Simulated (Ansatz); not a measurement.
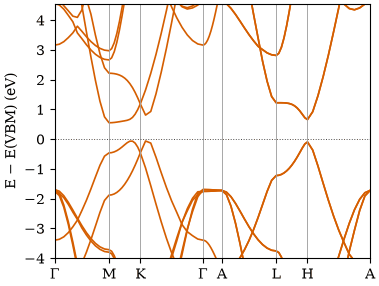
*Band structure from the program Ansatz at the LDA level (PAW)*

**Question.** Read off the gap and where the band edges lie.

**Answer.** About 0.6 eV (0.55 eV by a search for the band edges); maximum on the K–Γ line, 12 % of the way from K, minimum at M.

**Question.** Pick the material that matches.
(A) WSe2, P6_3/mmc (W on 2c, Se on 4f)
(B) GaN, P6_3/mmc (Ga on 2d, N on 2b)
(C) BP, P6_3/mmc (B on 2c, P on 2d)
(D) ZnS, wurtzite

**Answer.** C, BP, P6_3/mmc (B on 2c, P on 2d)

The start of the workflow was typed in or built on a structure type; neither database checked (COD, Materials Project) lists it. It is not the phase usual at ambient conditions (space group No. 216). The cell was relaxed with LDA under the symmetry of its start; phonons show weakly imaginary modes. A crystal of weakly bound layers computed without a dispersion correction: the cell and the soft elastic constants depend strongly on that.

Potentials: the earlier of the program's two PAW sets. The files were generated under PBE; for other functionals the program regenerates the frozen cores, and for LDA and PBEsol the local potential too.
